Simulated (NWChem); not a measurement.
# the pair SiHBrO···SiHClO: a chain of runs

We compute the energy (singlet Si2H2BrClO2, TPSS-D3(0)/pcseg-1), then a single-point energy (singlet SiHBrO, TPSS-D3(0)/pcseg-1), then a single-point energy (singlet SiHClO, TPSS-D3(0)/pcseg-1), then a single-point energy (singlet SiHBrO, TPSS-D3(0)/pcseg-1), then the energy (singlet SiHClO, TPSS-D3(0)/pcseg-1) of BrClH2O2Si2 and its partners. 

The calculation is run with NWChem 7.3.0.

## (1) Starting point

Si2H2BrClO2 has 8 atoms, charge 0, and is taken as a singlet. The two molecules were placed rigidly side by side, at 1.3 times their contact distance; the pair isn't optimised.

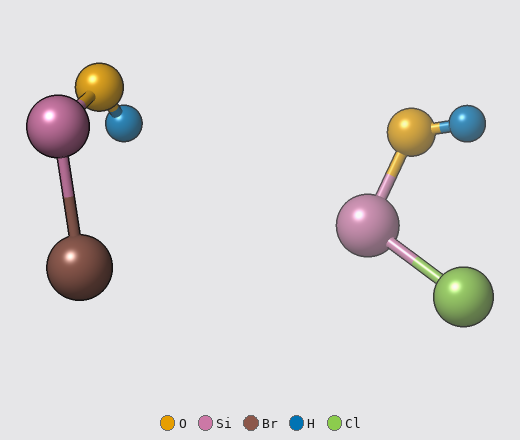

Viewed from a chosen angle; oxygen amber, silicon pink, bromine brown, hydrogen blue, chlorine green.

## (2) A single-point energy at TPSS-D3(0)/pcseg-1 (run 1)

brclh2o2si2.nw

```
start brclh2o2si2
title "BrClH2O2Si2"
memory 2200 mb

geometry noautosym nocenter noautoz
  O       -0.899080       0.480180      -0.449420
  Si      -0.604380      -0.784520       0.544880
  Br       1.678720      -0.710120       0.696680
  H       -0.175280       1.014480      -0.792120
  O        0.579660       5.513050       0.307280
  Si       1.955320       4.629120       0.236370
  Cl       3.028900       5.403640       1.880030
  H        0.461870       6.176070       0.995440
end

basis spherical bse
  * library pcseg-1
end

dft
  xc xtpss03 ctpss03
  disp vdw 3
  grid fine
  convergence energy 1e-08
  iterations 100
  mulliken
  print low
end

task dft energy
```

Run with:

```console
$ nwchem brclh2o2si2.nw > brclh2o2si2.out
```

Standard output:

```text
[...]
 d= 0,ls=0.0,diis     1  -3764.5871420709 -4.31D+03  1.84D-02  1.18D+00     8.7
[...]
 d= 0,ls=0.0,diis    11  -3764.7279688673 -6.01D-09  2.51D-07  5.50D-10    71.2
         Total DFT energy =    -3764.727968867271
      One electron energy =    -6316.643424903355
           Coulomb energy =     2185.645807224657
    Exchange-Corr. energy =     -179.292200763068
 Nuclear repulsion energy =      545.564583582115
    Dispersion correction =       -0.002734007619
[...]
      Total Density - Mulliken Population Analysis
     ---------------------------------------------
    Atom       Charge   Shell Charges
 -----------   ------   -------------------------------------------------------
    1 O    8     8.46   2.00  0.91  0.83  2.96  1.74  0.01
    2 Si  14    13.42   2.00  1.99  1.22  0.58  5.98  1.33  0.15  0.17
    3 Br  35    35.37   2.00  2.00  2.00  1.27  0.72  6.00  5.98  2.28  3.09  9.99  0.05
    4 H    1     0.75   0.67  0.03  0.05
    5 O    8     8.45   2.00  0.91  0.83  2.96  1.74  0.01
    6 Si  14    13.47   2.00  1.99  1.21  0.61  5.98  1.36  0.12  0.19
    7 Cl  17    17.33   2.00  1.99  1.25  0.73  5.99  3.85  1.51  0.02
    8 H    1     0.75   0.67  0.03  0.05
[...]
```

Run time: 72 s. Hardware: 1 thread of Intel Xeon Platinum 8488C (Sapphire Rapids), shared host; peak memory 0.12 GiB.

## (3) SiHBrO: the energy at TPSS-D3(0)/pcseg-1 (run 2)

nw.nw

```
start nw
title "BrHOSi energy"
memory total 2200 mb

geometry units angstrom noautosym nocenter noautoz
   O     -0.899080     0.480180    -0.449420
   Si    -0.604380    -0.784520     0.544880
   Br     1.678720    -0.710120     0.696680
   H     -0.175280     1.014480    -0.792120
end

basis spherical bse
   * library pcseg-1
end

dft
   xc xtpss03 ctpss03
   disp vdw 3
   grid fine
   convergence energy 1e-08
   maxiter 100
   mulliken
   print low
end

task dft energy
```

Run with:

```console
$ nwchem nw.nw > nw.out
```

Standard output:

```text
[...]
 d= 0,ls=0.0,diis     1  -2939.0729272908 -3.15D+03  2.43D-02  6.21D-01     4.4
[...]
 d= 0,ls=0.0,diis    11  -2939.1452608907 -4.60D-10  4.09D-07  4.89D-10    30.5
         Total DFT energy =    -2939.145260890738
      One electron energy =    -4509.692380703000
           Coulomb energy =     1479.823507043610
    Exchange-Corr. energy =     -121.115400238127
 Nuclear repulsion energy =      211.840029481206
    Dispersion correction =       -0.001016474426
[...]
      Total Density - Mulliken Population Analysis
     ---------------------------------------------
    Atom       Charge   Shell Charges
 -----------   ------   -------------------------------------------------------
    1 O    8     8.45   2.00  0.91  0.83  2.96  1.74  0.01
    2 Si  14    13.42   2.00  1.99  1.22  0.58  5.98  1.33  0.15  0.17
    3 Br  35    35.37   2.00  2.00  2.00  1.27  0.72  6.00  5.98  2.28  3.09  9.99  0.05
    4 H    1     0.75   0.67  0.03  0.05
[...]
```

It took 32 s on 1 thread of Intel Xeon Platinum 8488C (Sapphire Rapids), shared host; peak memory 0.11 GiB.

## (4) SiHClO: a single-point energy at TPSS-D3(0)/pcseg-1 (run 3)

clhosi.nw

```
start clhosi
title "ClHOSi TPSS"
memory stack 880 mb heap 220 mb global 1100 mb

geometry units angstroms noautosym nocenter noautoz
  O     0.579660    5.513050    0.307280
  Si    1.955320    4.629120    0.236370
  Cl    3.028900    5.403640    1.880030
  H     0.461870    6.176070    0.995440
end

basis spherical bse
  * library pcseg-1
end

dft
  xc xtpss03 ctpss03
  disp vdw 3
  grid fine
  convergence energy 1e-08
  iterations 100
  mulliken
  print low
end

task dft
```

Run with:

```console
$ nwchem clhosi.nw > clhosi.out
```

Standard output:

```text
[...]
 d= 0,ls=0.0,diis     1   -825.5132999593 -9.57D+02  2.78D-02  5.57D-01     1.7
[...]
 d= 0,ls=0.0,diis    10   -825.5812661585 -9.33D-09  1.22D-06  4.80D-09    12.2
         Total DFT energy =     -825.581266158452
      One electron energy =    -1402.510525383076
           Coulomb energy =      503.680927509697
    Exchange-Corr. energy =      -58.178760011668
 Nuclear repulsion energy =      131.427975684193
    Dispersion correction =       -0.000883957598
[...]
      Total Density - Mulliken Population Analysis
     ---------------------------------------------
    Atom       Charge   Shell Charges
 -----------   ------   -------------------------------------------------------
    1 O    8     8.46   2.00  0.91  0.83  2.96  1.74  0.01
    2 Si  14    13.46   2.00  1.99  1.21  0.61  5.98  1.35  0.11  0.19
    3 Cl  17    17.33   2.00  1.99  1.25  0.73  5.99  3.85  1.51  0.02
    4 H    1     0.75   0.67  0.03  0.05
[...]
```

Run time: 13 s. Hardware: 1 thread of Intel Xeon Platinum 8488C (Sapphire Rapids), shared host; peak memory 0.12 GiB.

## (5) SiHBrO among ghost functions: the energy at TPSS-D3(0)/pcseg-1 (with ghost functions) (run 4)

mol.nw

```
start mol
title "BrHOSi TPSS"
memory total 2200 mb
charge 0

geometry units angstroms noautosym nocenter noautoz
   O    -0.899080    0.480180   -0.449420
   Si   -0.604380   -0.784520    0.544880
   Br    1.678720   -0.710120    0.696680
   H    -0.175280    1.014480   -0.792120
   bqO      0.579660     5.513050     0.307280
   bqSi     1.955320     4.629120     0.236370
   bqCl     3.028900     5.403640     1.880030
   bqH      0.461870     6.176070     0.995440
end

basis "ao basis" spherical bse
   O library pcseg-1
   Si library pcseg-1
   Br library pcseg-1
   H library pcseg-1
   bqO library O pcseg-1
   bqSi library Si pcseg-1
   bqCl library Cl pcseg-1
   bqH library H pcseg-1
end

dft
   xc xtpss03 ctpss03
   disp vdw 3
   grid fine
   convergence energy 1e-08
   iterations 100
   mulliken
   print low
end

task dft
```

Run with:

```console
$ nwchem mol.nw > mol.out
```

Standard output:

```text
[...]
 d= 0,ls=0.0,diis     1  -2939.0732153124 -3.15D+03  1.30D-02  6.21D-01     7.7
[...]
 d= 0,ls=0.0,diis    11  -2939.1455642872 -4.76D-10  2.21D-07  4.94D-10    75.4
         Total DFT energy =    -2939.145564287218
      One electron energy =    -4509.671809950531
           Coulomb energy =     1479.801824336601
    Exchange-Corr. energy =     -121.114591680069
 Nuclear repulsion energy =      211.840029481206
    Dispersion correction =       -0.001016474426
[...]
      Total Density - Mulliken Population Analysis
     ---------------------------------------------
    Atom       Charge   Shell Charges
 -----------   ------   -------------------------------------------------------
    1 O    8     8.46   2.00  0.91  0.83  2.96  1.74  0.01
    2 Si  14    13.42   2.00  1.99  1.22  0.58  5.98  1.33  0.15  0.17
    3 Br  35    35.37   2.00  2.00  2.00  1.27  0.72  6.00  5.98  2.28  3.09  9.99  0.05
    4 H    1     0.75   0.67  0.03  0.05
    5 X    0    -0.00   0.00  0.00 -0.00 -0.00 -0.00 -0.00
    6 X    0     0.00   0.00  0.00 -0.00  0.00 -0.00 -0.00  0.00 -0.00
    7 X    0    -0.00  -0.00 -0.00  0.00 -0.00 -0.00 -0.00 -0.00 -0.00
    8 X    0     0.00  -0.00  0.00 -0.00
[...]
```

It took 76 s on 1 thread of Intel Xeon Platinum 8488C (Sapphire Rapids), shared host; peak memory 0.13 GiB.

## (6) SiHClO among ghost functions: a single-point energy at TPSS-D3(0)/pcseg-1 (with ghost functions) (run 5)

clhosi.nw

```
START clhosi
TITLE "ClHOSi"
memory stack 880 mb heap 220 mb global 1100 mb
charge 0

GEOMETRY units au noautosym nocenter noautoz
 O   1.09539865 10.41815461  0.58067504
 Si  3.69501929  8.74776900  0.44667456
 Cl  5.72379146 10.21139968  3.55274181
 H   0.87280781 11.67108083  1.88110897
 bqO     -1.699015     0.907409    -0.849281
 bqSi    -1.142113    -1.482528     1.029674
 bqBr     3.172321    -1.341932     1.316534
 bqH     -0.331231     1.917089    -1.496890
END

BASIS "ao basis" spherical bse
 O library pcseg-1
 Si library pcseg-1
 Cl library pcseg-1
 H library pcseg-1
 bqO library O pcseg-1
 bqSi library Si pcseg-1
 bqBr library Br pcseg-1
 bqH library H pcseg-1
END

DFT
 xc xtpss03 ctpss03
 disp vdw 3
 grid fine
 convergence energy 1e-08
 iterations 100
 mulliken
 print low
END

TASK dft energy
```

Run with:

```console
$ nwchem clhosi.nw > clhosi.out
```

Standard output:

```text
[...]
 d= 0,ls=0.0,diis     1   -825.5133424926 -9.57D+02  1.29D-02  5.57D-01     6.1
[...]
 d= 0,ls=0.0,diis    10   -825.5813230024 -9.36D-09  5.65D-07  4.82D-09    50.7
         Total DFT energy =     -825.581323002404
      One electron energy =    -1402.508131807132
           Coulomb energy =      503.678275198663
    Exchange-Corr. energy =      -58.178548591233
 Nuclear repulsion energy =      131.427966155037
    Dispersion correction =       -0.000883957739
[...]
      Total Density - Mulliken Population Analysis
     ---------------------------------------------
    Atom       Charge   Shell Charges
 -----------   ------   -------------------------------------------------------
    1 O    8     8.46   2.00  0.91  0.83  2.96  1.74  0.01
    2 Si  14    13.46   2.00  1.99  1.21  0.61  5.98  1.36  0.11  0.19
    3 Cl  17    17.33   2.00  1.99  1.25  0.73  5.99  3.85  1.51  0.02
    4 H    1     0.75   0.67  0.03  0.05
    5 X    0    -0.00   0.00  0.00 -0.00  0.00 -0.00 -0.00
    6 X    0     0.00   0.00  0.00 -0.00  0.00 -0.00 -0.00  0.00 -0.00
    7 X    0     0.00  -0.00 -0.00  0.00 -0.00  0.00 -0.00 -0.00 -0.00  0.00 -0.00  0.00
    8 X    0     0.00  -0.00  0.00 -0.00
[...]
```

Wall time 52 s (1 thread of Intel Xeon Platinum 8488C (Sapphire Rapids), shared host); peak memory 0.12 GiB.

## (7) Outcome

```
                                                                                                                    quantity           value
                                                                                     run 1, TPSS-D3(0)/pcseg-1: total energy  -3764.72797 Eh
                                                                                run 1, TPSS-D3(0)/pcseg-1: dispersion energy    -7.18 kJ/mol
                                                                                                        SiHBrO: total energy  -2939.14526 Eh
                                                                                                   SiHBrO: dispersion energy    -2.67 kJ/mol
                                                                                                        SiHClO: total energy   -825.58127 Eh
                                                                                                   SiHClO: dispersion energy    -2.32 kJ/mol
                                                                                  SiHBrO among ghost functions: total energy  -2939.14556 Eh
                                                                             SiHBrO among ghost functions: dispersion energy    -2.67 kJ/mol
                                                                                  SiHClO among ghost functions: total energy   -825.58132 Eh
                                                                             SiHClO among ghost functions: dispersion energy    -2.32 kJ/mol
              interaction energy of the rigid parts SiHBrO and SiHClO (parts in their own basis; closest atoms 4.32 Å apart)       -0.039 eV
interaction energy of the rigid parts SiHBrO and SiHClO (parts in the whole basis, counterpoise; closest atoms 4.32 Å apart)       -0.029 eV
```

In words: The interaction energy of the rigid parts SiHBrO and SiHClO (parts in their own basis; closest atoms 4.32 Å apart) is −0.04 eV (−0.9 kcal/mol): the parts attract. Without counterpoise this holds the superposition error of the basis. The interaction energy of the rigid parts SiHBrO and SiHClO (parts in the whole basis, counterpoise; closest atoms 4.32 Å apart) is −0.03 eV (−0.7 kcal/mol): the parts attract. The basis-set superposition error is 0.9 kJ/mol. Mulliken charges (run 1, TPSS-D3(0)/pcseg-1) run from -0.46 on O1 to +0.58 on Si2; they depend strongly on the basis. Mulliken charges (SiHClO) run from -0.46 on O1 to +0.54 on Si2; they depend strongly on the basis.
